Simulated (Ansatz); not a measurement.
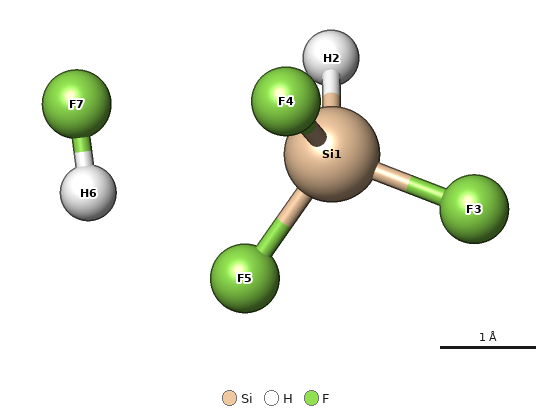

The starting structure (ball-and-stick view, seen at a tilt; atoms are numbered from 1 in the order of the input).

Run report: SiH2F4, nudged elastic band

SiH2F4, computed with RKS PBE/def2-SVP (Ansatz 0.2.0).

It belongs to a series of runs on one base structure; here: band between the two ends. Figures and captions count atoms from 1; the log counts them from 0 in places.

## Log
```
Engine: ansatz 0.2.0, x86_64-unknown-linux-gnu
Functional definition: PBE
  parameter kappa = 0.804
  parameter beta = 0.06672455060314922
  exchange = pbe_x(kappa = kappa, mu = beta*pi^2/3)
  correlation = pbe_c(beta = beta)
904 factors; their error is unknown
mean field evaluation 1: about -18752.2464 eV, gradient 5.7e1 eV
mean field evaluation 2: about -18740.6456 eV, gradient 1.1e2 eV
mean field evaluation 4: about -18756.9645 eV, gradient 3.7e0 eV
mean field evaluation 8: about -18756.9219 eV, gradient 8.2e-2 eV
mean field -18756.92189976 eV, -689.3041659181 hartree, gradient 3.8e-5 eV, S^2 0.000000; 0 other end points of the search recorded, 0 dependent functions left out
the calculation of the forces begins
reference -18756.92192632 eV, -689.3041668939 hartree; 26, 26 occupied and 58, 58 virtual orbitals, 904 factors
904 factors; their error is unknown
mean field evaluation 16: about -18752.8939 eV, gradient 5.7e1 eV
mean field -18757.84786819 eV, -689.3381946302 hartree, gradient 2.7e-5 eV, S^2 0.000000; 0 other end points of the search recorded, 0 dependent functions left out
[... from here on the field's lines of each further geometry are left out, up to the last ...]
NEB iter   1: max|band force component| = 7.939e1 eV/Å  barrier→ = 8.9675 eV  barrier← = 9.8935 eV  Δτ_max = 0.2000 Å  (170 SCF iters)
NEB iter   2: max|band force component| = 9.084e0 eV/Å  barrier→ = 1.2094 eV  barrier← = 2.1353 eV  Δτ_max = 0.2000 Å  (164 SCF iters)
NEB iter   3: max|band force component| = 5.282e0 eV/Å  barrier→ = 1.1259 eV  barrier← = 2.0519 eV  Δτ_max = 0.1918 Å  (151 SCF iters)
NEB iter   4: max|band force component| = 2.205e0 eV/Å  barrier→ = 1.0648 eV  barrier← = 1.9908 eV  Δτ_max = 0.1929 Å  (137 SCF iters)
NEB iter   5: max|band force component| = 2.109e0 eV/Å  barrier→ = 1.0479 eV  barrier← = 1.9738 eV  Δτ_max = 0.1690 Å  (139 SCF iters)
NEB iter   6: max|band force component| = 4.489e-1 eV/Å  barrier→ = 1.0556 eV  barrier← = 1.9816 eV  CI = image 3  Δτ_max = 0.1991 Å  (138 SCF iters)
NEB iter   7: max|band force component| = 2.580e-1 eV/Å  barrier→ = 1.0734 eV  barrier← = 1.9993 eV  CI = image 3  Δτ_max = 0.1925 Å  (137 SCF iters)
NEB iter   8: max|band force component| = 1.549e0 eV/Å  barrier→ = 1.0687 eV  barrier← = 1.9947 eV  CI = image 3  Δτ_max = 0.0989 Å  (134 SCF iters)
NEB iter   9: max|band force component| = 2.169e0 eV/Å  barrier→ = 1.0667 eV  barrier← = 1.9927 eV  CI = image 3  Δτ_max = 0.0500 Å  (131 SCF iters)
NEB iter  10: max|band force component| = 1.309e0 eV/Å  barrier→ = 1.0652 eV  barrier← = 1.9912 eV  CI = image 3  Δτ_max = 0.0990 Å  (132 SCF iters)
NEB iter  11: max|band force component| = 2.325e-1 eV/Å  barrier→ = 1.0644 eV  barrier← = 1.9904 eV  CI = image 3  Δτ_max = 0.1991 Å  (131 SCF iters)
NEB iter  12: max|band force component| = 1.060e-1 eV/Å  barrier→ = 1.0641 eV  barrier← = 1.9901 eV  CI = image 3  Δτ_max = 0.0221 Å  (136 SCF iters)
NEB iter  13: max|band force component| = 1.523e-1 eV/Å  barrier→ = 1.0639 eV  barrier← = 1.9899 eV  CI = image 3  Δτ_max = 0.0111 Å  (136 SCF iters)
NEB iter  14: max|band force component| = 6.820e-2 eV/Å  barrier→ = 1.0638 eV  barrier← = 1.9897 eV  CI = image 3  Δτ_max = 0.0222 Å  (130 SCF iters)
the calculation of the forces begins
reference -18757.84563264 eV, -689.3381124753 hartree; 26, 26 occupied and 58, 58 virtual orbitals, 904 factors
904 factors; their error is unknown
mean field evaluation 672: about -18751.2536 eV, gradient 5.6e1 eV
mean field -18755.85821870 eV, -689.2650763599 hartree, gradient 6.7e-6 eV, S^2 0.000000; 1 other end points of the search recorded, 0 dependent functions left out
the calculation of the forces begins
reference -18755.85824405 eV, -689.2650772915 hartree; 26, 26 occupied and 58, 58 virtual orbitals, 904 factors
NEB iter  15: max|band force component| = 3.647e-2 eV/Å  barrier→ = 1.0637 eV  barrier← = 1.9896 eV  CI = image 3  Δτ_max = 0.0000 Å  (258 SCF iters)
```

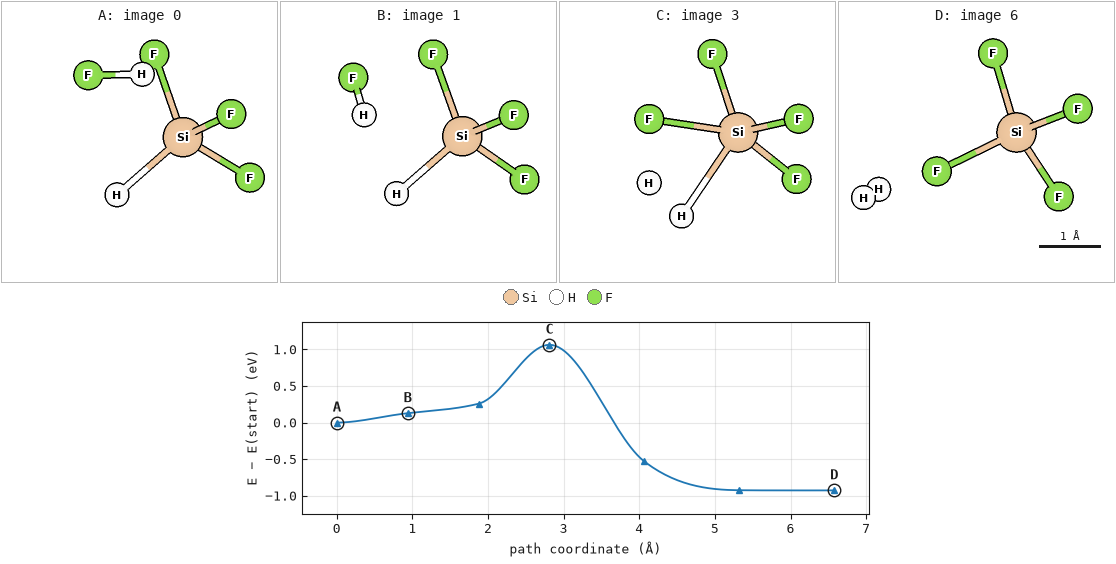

Images of the last band (counted from 0; ball-and-stick, seen at a tilt) above the energy along the path; the line is a cubic interpolation that uses the forces. The highest image is number 3, 1.064 eV above the start and 1.990 eV above the end (the climbing image); the end lies 0.926 eV below the start. The path is 6.58 Å long. The band converged in 15 iterations.

```
Total energy: -18755.85824405 eV, -689.2650772915 hartree
Atom 0 at    -0.373081    -0.061186    -0.132743 Å, force     0.002498    -0.001216    -0.002030 eV/Å
Atom 1 at     1.220386    -0.570540    -0.256839 Å, force    -0.000602     0.002356    -0.001391 eV/Å
Atom 2 at    -0.664039    -1.216688    -1.244873 Å, force    -0.000083    -0.002059     0.001977 eV/Å
Atom 3 at    -1.271440    -0.575701     1.104805 Å, force    -0.001779     0.001886    -0.000460 eV/Å
Atom 4 at    -0.878368     1.257358    -0.914216 Å, force    -0.000136     0.000500     0.000298 eV/Å
Atom 5 at     1.307662     0.173773     0.425437 Å, force     0.001816    -0.001746    -0.003104 eV/Å
Atom 6 at     0.658782     0.992983     1.018529 Å, force    -0.001714     0.000279     0.004708 eV/Å
Dipole moment:     0.446124    -0.054313     0.041920 e Å
this run last wrote the band of iteration 15 to [file]
```

## The last band as extended XYZ (Å, eV, eV/Å)
```
7
Properties=species:S:1:pos:R:3:forces:R:3 image=0 energy=-18756.92190
Si   -0.3516   -0.5584   -0.3668   -0.0023   0.0100   0.0048
H     0.9939   -1.1579   -0.3421    0.0041  -0.0046  -0.0012
F    -1.2304   -1.2377   -1.5417    0.0004  -0.0011   0.0009
F    -1.1718   -0.7352    1.0092    0.0006  -0.0004  -0.0032
F    -0.3141    1.0387   -0.7327    0.0005  -0.0013   0.0019
H     0.8225    1.6078    0.6782   -0.0102   0.0094  -0.0134
F     1.2514    1.0427    1.2959    0.0069  -0.0120   0.0102
7
Properties=species:S:1:pos:R:3:forces:R:3 image=1 energy=-18756.79320
Si   -0.4475   -0.4721   -0.3809    0.0151  -0.0584  -0.0274
H     0.9789   -0.8585   -0.3398   -0.0464  -0.0401  -0.0021
F    -1.1868   -1.3969   -1.4874   -0.0141   0.0274   0.0032
F    -1.2362   -0.7066    1.0065   -0.0068   0.0064  -0.0188
F    -0.6296    1.0607   -0.8771    0.0329  -0.0227   0.0283
H     1.5321    1.3888    0.7169    0.0021   0.1188  -0.0158
F     0.9890    0.9846    1.3619    0.0171  -0.0314   0.0326
7
Properties=species:S:1:pos:R:3:forces:R:3 image=2 energy=-18756.66346
Si   -0.4387   -0.3079   -0.3616   -0.0107  -0.0873  -0.0813
H     1.0211   -0.6090   -0.3392   -0.0686  -0.0139  -0.0316
F    -1.0218   -1.3708   -1.4309   -0.1280  -0.0551  -0.0659
F    -1.1952   -0.5999    1.0321    0.0220  -0.0102  -0.0265
F    -0.8103    1.1545   -0.9298    0.0232  -0.0257  -0.0001
H     1.5450    0.5806    0.8269    0.0735   0.1434   0.1419
F     0.8996    1.1525    1.2025    0.0886   0.0489   0.0634
7
Properties=species:S:1:pos:R:3:forces:R:3 image=3 energy=-18755.85822
Si   -0.3731   -0.0612   -0.1327    0.0025  -0.0012  -0.0020
H     1.2204   -0.5705   -0.2568   -0.0006   0.0024  -0.0014
F    -0.6640   -1.2167   -1.2449   -0.0001  -0.0021   0.0020
F    -1.2714   -0.5757    1.1048   -0.0018   0.0019  -0.0005
F    -0.8784    1.2574   -0.9142   -0.0001   0.0005   0.0003
H     1.3077    0.1738    0.4254    0.0018  -0.0017  -0.0031
F     0.6588    0.9930    1.0185   -0.0017   0.0003   0.0047
7
Properties=species:S:1:pos:R:3:forces:R:3 image=4 energy=-18757.45168
Si   -0.6858    0.1666   -0.0126   -0.2133   0.1907   0.1087
H     1.7560   -0.7447   -0.2320    0.3694  -0.1292  -0.0165
F    -0.3089   -1.0582   -0.9891    0.2304   0.1395   0.1585
F    -1.6759   -0.4671    1.0769   -0.2850   0.0535  -0.0255
F    -1.3119    1.2777   -0.9829   -0.3078   0.0487  -0.0066
H     1.8422   -0.1684    0.2663    0.3855  -0.2653  -0.1262
F     0.3843    0.9940    0.8734   -0.1793  -0.0378  -0.0923
7
Properties=species:S:1:pos:R:3:forces:R:3 image=5 energy=-18757.84560
Si   -0.9326    0.3143   -0.1176   -0.0007  -0.0035   0.0013
H     2.2963   -1.0970    0.0695    0.0095  -0.0072   0.0007
F    -0.2872   -0.7964   -1.0768    0.0006   0.0039  -0.0005
F    -1.7998   -0.4060    1.0219   -0.0047   0.0021  -0.0017
F    -1.8759    1.2766   -0.9856   -0.0093   0.0030   0.0017
H     2.3755   -0.4803    0.5199    0.0061  -0.0012   0.0031
F     0.2235    1.1888    0.5688   -0.0016   0.0029  -0.0046
7
Properties=species:S:1:pos:R:3:forces:R:3 image=6 energy=-18757.84787
Si   -0.8414    0.3543   -0.2641    0.0078  -0.0086   0.0021
H     2.0774   -1.2727    0.6326    0.0013  -0.0051   0.0003
F    -0.3563   -0.5369   -1.5045   -0.0030   0.0029  -0.0014
F    -1.1848   -0.5963    0.9794   -0.0031   0.0031  -0.0006
F    -2.1515    1.1787   -0.6815    0.0032   0.0018   0.0012
H     2.1363   -0.5091    0.6901    0.0008   0.0045   0.0004
F     0.3203    1.3820    0.1481   -0.0071   0.0015  -0.0021
```

The run was set up as follows.

## The input
```yaml
crystal:
  periodic: [false, false, false]
  atoms:
    - { symbol: Si, position_ang: [-0.351593, -0.558421, -0.3668] }
    - { symbol: H, position_ang: [0.993875, -1.157881, -0.342064] }
    - { symbol: F, position_ang: [-1.230351, -1.237726, -1.541706] }
    - { symbol: F, position_ang: [-1.171849, -0.735171, 1.00922] }
    - { symbol: F, position_ang: [-0.314109, 1.038726, -0.732695] }
    - { symbol: H, position_ang: [0.82251, 1.607798, 0.678247] }
    - { symbol: F, position_ang: [1.251419, 1.042674, 1.295897] }
basis:
  gaussian: { orbitals: def2-SVP }
hamiltonian:
  xc: pbe
neb:
  order_check: false
  images: 5
  f_tol: 0.05
  max_iterations: 60
  final_atoms:
    - { symbol: Si, position_ang: [-0.84137191, 0.35425948, -0.26414019] }
    - { symbol: H, position_ang: [2.07738026, -1.27269323, 0.6326194] }
    - { symbol: F, position_ang: [-0.35634813, -0.53689533, -1.50453445] }
    - { symbol: F, position_ang: [-1.18482563, -0.59633481, 0.9793867] }
    - { symbol: F, position_ang: [-2.15151849, 1.17872214, -0.6814567] }
    - { symbol: H, position_ang: [2.13632102, -0.5091043, 0.6901347] }
    - { symbol: F, position_ang: [0.32026489, 1.38204506, 0.14808955] }
  initial_path:
    images:
      - { positions_ang: [[-0.351593, -0.558421, -0.3668], [0.993875, -1.157881, -0.342064], [-1.230351, -1.237726, -1.541706], [-1.171849, -0.735171, 1.00922], [-0.314109, 1.038726, -0.732695], [0.82251, 1.607798, 0.678247], [1.251419, 1.042674, 1.295897]] }
      - { positions_ang: [[-0.38618, -0.40739554, -0.31281824], [1.11720368, -0.95254328, -0.28014987], [-1.10377667, -1.22297435, -1.45731163], [-1.19811333, -0.68528606, 1.02564976], [-0.50425495, 1.10089406, -0.79362728], [1.0161187, 1.13682939, 0.61679592], [1.05890458, 1.03047479, 1.20156033]] }
      - { positions_ang: [[-0.42076701, -0.25637009, -0.25883647], [1.24053237, -0.74720556, -0.21823573], [-0.97720234, -1.20822271, -1.37291726], [-1.22437766, -0.63540112, 1.04207952], [-0.6944009, 1.16306211, -0.85455957], [1.20972739, 0.66586078, 0.55534485], [0.86639015, 1.01827559, 1.10722367]] }
      - { positions_ang: [[-0.45535401, -0.10534463, -0.20485471], [1.36386105, -0.54186784, -0.1563216], [-0.85062802, -1.19347106, -1.2885229], [-1.25064199, -0.58551618, 1.05850928], [-0.88454684, 1.22523017, -0.91549185], [1.40333609, 0.19489217, 0.49389377], [0.67387573, 1.00607638, 1.012887]] }
      - { positions_ang: [[-0.58402665, 0.04785674, -0.22461653], [1.60170079, -0.7854763, 0.10665873], [-0.68586806, -0.97461248, -1.36052675], [-1.2287032, -0.58912239, 1.03213509], [-1.30687073, 1.20972749, -0.83748013], [1.6476644, -0.03977332, 0.55930741], [0.55600545, 1.13139927, 0.72462118]] }
      - { positions_ang: [[-0.71269928, 0.20105811, -0.24437836], [1.83954052, -1.02908477, 0.36963906], [-0.5211081, -0.75575391, -1.4325306], [-1.20676442, -0.5927286, 1.00576089], [-1.72919461, 1.19422481, -0.75946842], [1.89199271, -0.27443881, 0.62472105], [0.43813517, 1.25672216, 0.43635536]] }
      - { positions_ang: [[-0.84137191, 0.35425948, -0.26414019], [2.07738026, -1.27269323, 0.6326194], [-0.35634813, -0.53689533, -1.50453445], [-1.18482563, -0.59633481, 0.9793867], [-2.15151849, 1.17872214, -0.6814567], [2.13632102, -0.5091043, 0.6901347], [0.32026489, 1.38204506, 0.14808955]] }
```

Launched with:
```bash
ansatz run input.yaml --threads 2 --pin off --max-ram 3072MiB --backend cpu --events-out ev --progress --plain --runs-dir out
```

## Results in brief

| quantity | value |
| --- | --- |
| outcome | converged |
| barrier, forward | 1.064 eV |
| barrier, backward | 1.990 eV |
| hardware | 2 threads of Intel Xeon (Sapphire Rapids), 16 GiB of memory available, shared host |
| wall time | 58 s (CPU time 1.8 min) |
| peak memory | 0.14 GiB |

The order of the saddle point was not checked.
